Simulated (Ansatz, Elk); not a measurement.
# YTl2Cu3: X-ray structure factors from the self-consistent density

Structure refinements treat a crystal as free atoms side by side. For a made-up structure of YTl2Cu3 (cell and positions from a PBEsol relaxation) the runs below show what the calculated density changes in F(hkl).

Program: Elk 11.2.3 (patched build). Level of theory: DFT, PBE, all-electron APW+lo, Dirac cores, scalar-relativistic bands, static density, no spin. Results are calculated unless marked as measured.

The structure was built from a prototype and need not be the compound's stable phase.

## 1. Set-up

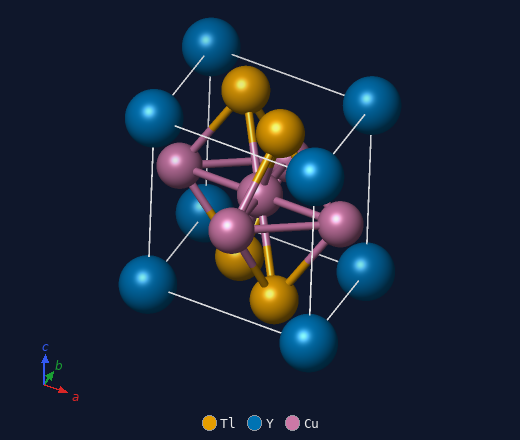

The starting structure, seen slightly off an axis (thallium orange, yttrium blue, copper pink). Some periodic images of atoms are drawn too.

## 2. Ground state and structure factors

An all-electron density is needed, since X-rays see the cores too. Task 0 finds the density and task 195 Fourier-transforms it; tshift is off so that phases refer to the origin typed.

File elk.in:

```
tasks
  0
  195

xctype
  20

spinpol
  .false.

rgkmax
  7.0

gmaxvr
  14.0

lmaxo
  7

lmaxapw
  8

swidth
  0.002

tshift
  .false.

ramdisk
  .false.

hmaxvr
  5.5

maxscl
  120

epspot
  1e-06

sppath
  './'

avec
  10.40111056776 0.00000000000 0.00000000000
  -5.20055528388 9.00762597925 0.00000000000
  0.00000000000 0.00000000000 8.11586602211

atoms
  3
  'Tl.in'
  2
  0.6666666667 0.3333333333 0.0000000000   0.000000 0.000000 0.000000
  0.3333333333 0.6666666667 0.0000000000   0.000000 0.000000 0.000000
  'Y.in'
  1
  -0.0000000000 -0.0000000000 0.0000000000   0.000000 0.000000 0.000000
  'Cu.in'
  3
  0.0000000000 0.5000000000 0.5000000000   0.000000 0.000000 0.000000
  0.5000000000 0.5000000000 0.5000000000   0.000000 0.000000 0.000000
  0.5000000000 0.0000000000 0.5000000000   0.000000 0.000000 0.000000

ngridk
  5 5 5
```

Started as:

```sh
$ OMP_NUM_THREADS=4 elk
```

Numbers of over 12 decimals in the logs are rounded to 6 here.

Log:

```text
┌─────────────────────────┐
│ Elk code version 11.2.3 │
└─────────────────────────┘

All units are atomic (Hartree, Bohr, etc.)

┌─────────────────────────────────────────────────┐
│ Ground-state run starting from atomic densities │
└─────────────────────────────────────────────────┘

Lattice vectors :
   10.40111057       0.000000000       0.000000000
  -5.200555284       9.007625979       0.000000000
   0.000000000       0.000000000       8.115866022

Reciprocal lattice vectors :
  0.6040879256      0.3487703265      -0.000000000
   0.000000000      0.6975406530       0.000000000
   0.000000000      -0.000000000      0.7741854400

Unit cell volume      :    760.3699182
Brillouin zone volume :   0.3262230758

Muffin-tin inner radius fraction :   0.1000000000E-01

Nuclei treated as point charges

Species : 1 (Tl)
 parameters loaded from : Tl.in
 name : thallium
 nuclear charge    :   -81.00000000
 electronic charge :    81.00000000
 atomic mass :    372567.9643
 muffin-tin radius :    2.691218755
 number of radial points in muffin-tin :   1393
 inner part over the whole radius :   0.9888706928E-02
 number on inner part of muffin-tin    :    999
 approximate nuclear radius :   0.1043008296E-03
 number of mesh points to nuclear radius :    526
 atomic positions (lattice), magnetic fields (Cartesian) :
  1 :  -0.33333333  0.33333333  0.00000000    0.00000000  0.00000000  0.00000000
  2 :   0.33333333 -0.33333333  0.00000000    0.00000000  0.00000000  0.00000000

Species : 2 (Y)
 parameters loaded from : Y.in
 name : yttrium
 nuclear charge    :   -39.00000000
 electronic charge :    39.00000000
 atomic mass :    162065.4503
 muffin-tin radius :    2.600000000
 number of radial points in muffin-tin :   1193
 inner part over the whole radius :   0.9871815862E-02
 number on inner part of muffin-tin    :    847
 approximate nuclear radius :   0.8135895711E-04
 number of mesh points to nuclear radius :    416
 atomic positions (lattice), magnetic fields (Cartesian) :
  1 :   0.00000000  0.00000000  0.00000000    0.00000000  0.00000000  0.00000000

Species : 3 (Cu)
 parameters loaded from : Cu.in
 name : copper
 nuclear charge    :   -29.00000000
 electronic charge :    29.00000000
 atomic mass :    115837.2717
 muffin-tin radius :    2.306758933
 number of radial points in muffin-tin :    993
 inner part over the whole radius :   0.9852565705E-02
 number on inner part of muffin-tin    :    700
 approximate nuclear radius :   0.7406004541E-04
 number of mesh points to nuclear radius :    337
 atomic positions (lattice), magnetic fields (Cartesian) :
  1 :   0.00000000  0.50000000  0.50000000    0.00000000  0.00000000  0.00000000
  2 :   0.50000000  0.50000000  0.50000000    0.00000000  0.00000000  0.00000000
  3 :   0.50000000  0.00000000  0.50000000    0.00000000  0.00000000  0.00000000

Total number of atoms per unit cell :    6
Total muffin-tin volume :    391.1613582
 ratio of muffin-tin to unit cell volume :   0.5144356041

Spin treatment :
 spin-unpolarised

Number of Bravais lattice symmetries :   24
Number of crystal symmetries         :   24
Crystal has inversion symmetry
Real symmetric eigensolver will be used

k-point grid :      5     5     5
k-point offset :    0.000000000       0.000000000       0.000000000
k-point set is reduced with full crystal symmetry group
Total number of k-points :       15

Muffin-tin radius times maximum |G+k| :    7.000000000
 using average radius
Maximum |G+k| for APW functions       :    2.818278545
Maximum (1/2)|G+k|²                   :    3.971346979
Maximum |G| for potential and density :    14.00000000
Constant for pseudocharge density :    9
 order of it for each species :   16  16  16
 order of it for pair densities of each species (exact exchange by exxq0 0: 17) :   11  11   8
Radial integration step length :    1

G-vector grid sizes :     48    48    40
Number of G-vectors :    35131

Maximum angular momentum used for
 APW functions            :    8
 outer part of muffin-tin :    7
[...]
exchange                    :     -1057.6189056045
 correlation                 :     -16.156104202700
 electron entropic           :    -0.16108962493474E-02
 total energy                :     -48928.027727605

Density of states at Fermi energy :    119.2912113
 (states/Hartree/unit cell)

Estimated indirect band gap :   0.3439110488E-02
 from k-point 7 to k-point 2
Estimated direct band gap   :   0.7750398989E-02
 at k-point 9

Charges :
 core                        :    188.0000000
 valence                     :    100.0000000
 interstitial                :    9.157029807
 muffin-tins (core leakage)
  species : 1 (Tl)
[...]
species : 2 (Y)
[...]
species : 3 (Cu)
[...]
total in muffin-tins        :    278.8429702
 total calculated charge     :    287.9986311
 total charge                :    288.0000000
 error                       :   0.1368931629E-02

RMS change in Kohn-Sham potential (target) :   0.3882874097     (  0.1000000000E-05)
Absolute change in total energy (target)   :   0.1064197645     (  0.1000000000E-03)

[... loops 3 to 17 left out ...]

┌──────────────────┐
│ Loop number : 18 │
└──────────────────┘

Energies :
 Fermi                       :     0.269895
 sum of occupied eigenvalues :     -29889.030034473
 electron kinetic            :      55573.299301622
 core electron kinetic       :      54501.116642643
 Coulomb                     :     -103424.43935435
 Coulomb potential           :     -84055.601986421
 nuclear-nuclear             :     -4291.1115701487
 electron-nuclear            :     -114310.68139119
 Hartree                     :      15177.353606988
 Madelung                    :     -61396.638361137
 xc potential                :     -1406.7273496741
 exchange                    :     -1060.5605655718
 correlation                 :     -16.169340354019
 electron entropic           :    -0.99183000537177E-03
 total energy                :     -48927.870950482

Density of states at Fermi energy :    69.43775163
 (states/Hartree/unit cell)

Estimated indirect band gap :   0.2185376144E-02
 from k-point 6 to k-point 1
Estimated direct band gap   :   0.9349291032E-02
 at k-point 11

Charges :
 core                        :    188.0000000
 valence                     :    100.0000000
 interstitial                :    7.910531711
 muffin-tins (core leakage)
  species : 1 (Tl)
[...]
species : 2 (Y)
[...]
species : 3 (Cu)
[...]
total in muffin-tins        :    280.0894683
 total calculated charge     :    287.9987271
 total charge                :    288.0000000
 error                       :   0.1272915674E-02

RMS change in Kohn-Sham potential (target) :   0.1016178611E-06 (  0.1000000000E-05)
Absolute change in total energy (target)   :   0.6535706052E-04 (  0.1000000000E-03)

Convergence targets achieved

┌──────────────────┐
│ Loop number : 19 │
└──────────────────┘

Energies :
 Fermi                       :     0.269895
 sum of occupied eigenvalues :     -29889.030024562
 electron kinetic            :      55573.299317103
 core electron kinetic       :      54501.116650391
 Coulomb                     :     -103424.43935784
 Coulomb potential           :     -84055.601984848
 nuclear-nuclear             :     -4291.1115701487
 electron-nuclear            :     -114310.68139967
 Hartree                     :      15177.353611987
 Madelung                    :     -61396.638365412
 xc potential                :     -1406.7273568171
 exchange                    :     -1060.5605659185
 correlation                 :     -16.169340349316
 electron entropic           :    -0.99182994797308E-03
 total energy                :     -48927.870938831

Density of states at Fermi energy :    69.43775146
 (states/Hartree/unit cell)

Estimated indirect band gap :   0.2185368977E-02
 from k-point 6 to k-point 1
Estimated direct band gap   :   0.9349293221E-02
 at k-point 11

Charges :
 core                        :    188.0000000
 valence                     :    100.0000000
 interstitial                :    7.910531429
 muffin-tins (core leakage)
  species : 1 (Tl)
[...]
species : 2 (Y)
[...]
species : 3 (Cu)
   atom 1                    :    27.97478864     (  0.2648382437E-03)
   atom 2                    :    27.97478864     (  0.2648382437E-03)
   atom 3                    :    27.97478864     (  0.2648382437E-03)
 total in muffin-tins        :    280.0894686
 total calculated charge     :    287.9987271
 total charge                :    288.0000000
 error                       :   0.1272915711E-02

┌──────────────────────────────┐
│ Self-consistent loop stopped │
└──────────────────────────────┘

Warning : core states of species 3 leak from the muffin-tin :   0.2648382437E-03

Wrote STATE.OUT
```

Run time: 47 s. Hardware: 4 threads of Arm Neoverse V1, shared host; peak memory 0.26 GiB; 2 min of CPU time.

SFACRHO.OUT:

```text

h k l indices transformed by vhmat matrix:
   1.000000000       0.000000000       0.000000000    
   0.000000000       1.000000000       0.000000000    
   0.000000000       0.000000000       1.000000000    

      h      k      l  multipl.   |H|            Re(F)            Im(F)           |F|

      0      0      0      1   0.0000000       288.00000      0.54348290E-16   288.00000    
      0     -1      0      6  0.69754065      -68.089804     -0.39198113E-13   68.089804    
      0      0      1      2  0.77418544       106.14398      0.42340334E-13   106.14398    
      0     -1     -1     12   1.0420778      -14.818022      0.30327141E-13   14.818022    
     -1      2      0      6   1.2081759       147.77807     -0.67644701E-13   147.77807    
     -2      0      0      6   1.3950813       30.746020      0.49479193E-14   30.746020    
     -2      1     -1     12   1.4349397       187.34539      0.21826349E-14   187.34539    
      0      0      2      2   1.5483709       227.13614     -0.74249006E-13   227.13614    
      0     -2     -1     12   1.5954983      -101.70759     -0.13670769E-12   101.70759    
      1      0     -2     12   1.6982389      -57.107138     -0.82628678E-14   57.107138    
      3     -1      0     12   1.8455191      -55.573888      0.18219952E-13   55.573888    
     -2      1      2     12   1.9639606       129.43904      0.92727133E-14   129.43904    
      1     -3      1     24   2.0013255      -14.739212     -0.46347973E-13   14.739212    
      2     -2      2     12   2.0841555       23.635041     -0.22989282E-13   23.635041    
      3     -3      0      6   2.0926220       126.48280      0.23237307E-13   126.48280    
      0     -3     -1     12   2.2312395       160.39583      0.12517302E-12   160.39583    
      0      0     -3      2   2.3225563       85.482408     -0.11622057E-12   85.482408    
      3     -2     -2     24   2.4090233      -49.851970     -0.70380730E-14   49.851970
```

Elk indexes on the primitive cell of elk.in and gives |H| = 4π sin θ/λ in inverse bohr. Below, one row stands for each form hkl of the conventional cell (m members, Friedel mates merged), F is for one primitive cell and the density is static (no thermal factor). Free-atom factors are Waasmaier and Kirfel's, and R is Σm||F|−|F'||/Σm|F|.

```csv
hkl,m,sin θ/λ (Å⁻¹),"abs F, DFT",neutral atoms,diff.
100,6,0.105,68.090,68.237,-0.148
001,2,0.116,106.144,105.999,+0.145
101,12,0.157,14.818,14.674,+0.144
110,6,0.182,147.778,147.899,-0.121
200,6,0.210,30.746,31.719,-0.973
111,12,0.216,187.345,188.016,-0.671
002,2,0.233,227.136,228.563,-1.427
201,12,0.240,101.708,102.880,-1.172
102,12,0.255,57.107,57.600,-0.493
210,12,0.278,55.574,55.977,-0.403
112,12,0.295,129.439,129.253,+0.186
211,24,0.301,14.739,14.605,+0.134
202,12,0.313,23.635,24.187,-0.552
300,6,0.315,126.483,126.347,+0.136
301,12,0.336,160.396,160.572,-0.176
003,2,0.349,85.482,85.093,+0.390
212,24,0.362,49.852,50.018,-0.166
220,6,0.363,189.873,190.196,-0.323
```

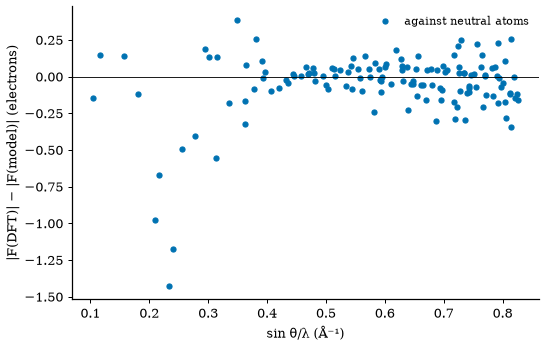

Difference between the calculated structure factors and the independent-atom ones.

## 3. The highest occupied states alone

An energy window below the Fermi level keeps the highest occupied states, to see at which angles they scatter; shallow core shells can lie inside it and anion s states outside. No new self-consistency is needed.

elk.in, as its differences from that of step 2:

```diff
@@ -1,3 +1,2 @@
 tasks
-  0
   195
@@ -40,2 +39,5 @@
 
+wsfac
+  -0.281340 0.569900
+
 sppath
```

Started as:

```sh
$ OMP_NUM_THREADS=4 elk
```

Log:

```text
┌─────────────────────────────────┐
│ Elk code version 11.2.3 started │
└─────────────────────────────────┘

Info(readinput): the functional depends on the density's gradient
 muffin-tin radial points multiplied by    2.00000
 (not where nrmtscf is given)

┌────────────────────┐
│ Current task : 195 │
└────────────────────┘
Info(checkmt): changed muffin-tin radius of species 1 (Tl) from   2.8000 to   2.6912
Info(checkmt): changed muffin-tin radius of species 3 (Cu) from   2.4000 to   2.3068

Info(sfacrho): density structure factors written to SFACRHO.OUT

 Energy window :  -0.2813400000      0.5699000000

┌──────────────────┐
│ Elk code stopped │
└──────────────────┘
```

Wall time 20 s (4 threads); peak memory 0.18 GiB; 25 s of CPU time.

States within 15 eV below the Fermi level hold 62.00 electrons; any levels below the window count with the cores. Their amplitudes can exceed the total, where window and core parts have opposite phase:

```csv
hkl,sin θ/λ (Å⁻¹),"abs F, window","abs F, all"
100,0.105,18.051,68.090
001,0.116,8.085,106.144
101,0.157,0.938,14.818
110,0.182,4.771,147.778
200,0.210,14.618,30.746
111,0.216,15.561,187.345
002,0.233,25.776,227.136
201,0.240,21.091,101.708
102,0.255,8.653,57.107
210,0.278,7.646,55.574
```

## 4. Another functional

The difference from free atoms is small, so it is set against the change that LDA (Perdew-Wang) makes.

elk.in, as its differences from that of step 3:

```diff
@@ -1,2 +1,3 @@
 tasks
+  0
   195
@@ -4,3 +5,3 @@
 xctype
-  20
+  3
 
@@ -39,5 +40,2 @@
 
-wsfac
-  -0.281340 0.569900
-
 sppath
```

Started as:

```sh
$ OMP_NUM_THREADS=4 elk
```

Log:

```text
┌─────────────────────────┐
│ Elk code version 11.2.3 │
└─────────────────────────┘

All units are atomic (Hartree, Bohr, etc.)

┌─────────────────────────────────────────────────┐
│ Ground-state run starting from atomic densities │
└─────────────────────────────────────────────────┘

Lattice vectors :
   10.40111057       0.000000000       0.000000000
  -5.200555284       9.007625979       0.000000000
   0.000000000       0.000000000       8.115866022

Reciprocal lattice vectors :
  0.6040879256      0.3487703265      -0.000000000
[...]
species : 1 (Tl)
[...]
species : 2 (Y)
[...]
species : 3 (Cu)
[...]
atom 2                    :    27.98957660     (  0.2750929397E-03)
   atom 3                    :    27.98957660     (  0.2750929397E-03)
 total in muffin-tins        :    280.1638544
 total calculated charge     :    287.9986938
 total charge                :    288.0000000
 error                       :   0.1306205046E-02

┌──────────────────────────────┐
│ Self-consistent loop stopped │
└──────────────────────────────┘

Warning : core states of species 3 leak from the muffin-tin :   0.2750929397E-03

Wrote STATE.OUT
[key lines of the parts left out:]
total energy                :     -48894.419632808
```

Wall time 27 s (4 threads); peak memory 0.19 GiB.

Against the first run R = 0.02 %; the largest change is -0.062 at 220.

## 5. Basis size

A smaller basis shows how fast F responds to it; the change is likely larger than the basis error of the first run, but doesn't show convergence.

elk.in, as its differences from that of step 4:

```diff
@@ -5,3 +5,3 @@
 xctype
-  3
+  20
 
@@ -11,3 +11,3 @@
 rgkmax
-  7.0
+  5.5
```

Started as:

```sh
$ OMP_NUM_THREADS=4 elk
```

Log:

```text
┌─────────────────────────┐
│ Elk code version 11.2.3 │
└─────────────────────────┘

All units are atomic (Hartree, Bohr, etc.)

┌─────────────────────────────────────────────────┐
│ Ground-state run starting from atomic densities │
└─────────────────────────────────────────────────┘

Lattice vectors :
   10.40111057       0.000000000       0.000000000
  -5.200555284       9.007625979       0.000000000
   0.000000000       0.000000000       8.115866022

Reciprocal lattice vectors :
  0.6040879256      0.3487703265      -0.000000000
[...]
species : 1 (Tl)
[...]
species : 2 (Y)
[...]
species : 3 (Cu)
[...]
atom 2                    :    27.90702420     (  0.2653818835E-03)
   atom 3                    :    27.90702420     (  0.2653818835E-03)
 total in muffin-tins        :    279.7863736
 total calculated charge     :    287.9991387
 total charge                :    288.0000000
 error                       :   0.8613448794E-03

┌──────────────────────────────┐
│ Self-consistent loop stopped │
└──────────────────────────────┘

Warning : core states of species 3 leak from the muffin-tin :   0.2653818835E-03

Wrote STATE.OUT
[key lines of the parts left out:]
total energy                :     -48927.546217893
```

Elapsed: 41 s, on 4 threads; peak memory 0.25 GiB.

Against the first run R = 0.02 %; the largest change is +0.156 at 220.

## 6. Settings against the effect

```csv
run,R against the first run (%),"R against neutral atoms, low angle (%)",wall time
"PBE, rgkmax 7",0.00,0.55,47 s
LDA (Perdew-Wang),0.02,0.55,27 s
rgkmax 5.5,0.02,0.57,41 s
```

## 7. Outcome

```json
{
 "R against neutral atoms, sin θ/λ < 0.3 Å⁻¹": "0.55 %",
 "R against neutral atoms, 0.3 to 0.83 Å⁻¹": "0.18 %"
}
```

Independent neutral atoms miss the calculated amplitudes by R = 0.55 % below 0.3 Å⁻¹ and 0.18 % from there to 0.83 Å⁻¹; by shells, 0.19 % below 0.15 Å⁻¹ (2 forms), 0.57 % 0.15 to 0.3 (9 forms), 0.18 % 0.3 to 0.45 (19 forms), 0.18 % above 0.45 (108 forms). Bonding, aspherical density and the tables' own atoms all enter these figures, and the runs don't part them. The largest change of an amplitude is -1.43 electrons, at 002. The window's part falls from 62.0 electrons at the origin to at most 7.24 between 0.45 and 0.83 Å⁻¹, where compact states inside the window still scatter. The window holds more than the 42 outer electrons of the free atoms, so shallow core shells lie inside it. Below 0.3 Å⁻¹ the changes that finished (LDA (Perdew-Wang) and rgkmax 5.5) move F by R = 0.03 % at most, against the 0.55 % that separates it from free atoms. The k-mesh has no finished test. These runs have no spin, though d or f shells may be open. Spin-orbit coupling is left out, which can matter for elements this heavy. Part of the difference isn't bonding: the tables are fits to free atoms and ions calculated by other methods than this functional. Thermal motion, anomalous dispersion and extinction are left out.

[Logs are printed without paths, hosts, clocks, repeated set-up lines and the standing remarks that a program may print on its own settings, such as how far it seeks lower states.]

[Hosts, paths, dates, database ids (printed as entryN), source tags and the programs' standing remarks are cut or masked in the printed files.]
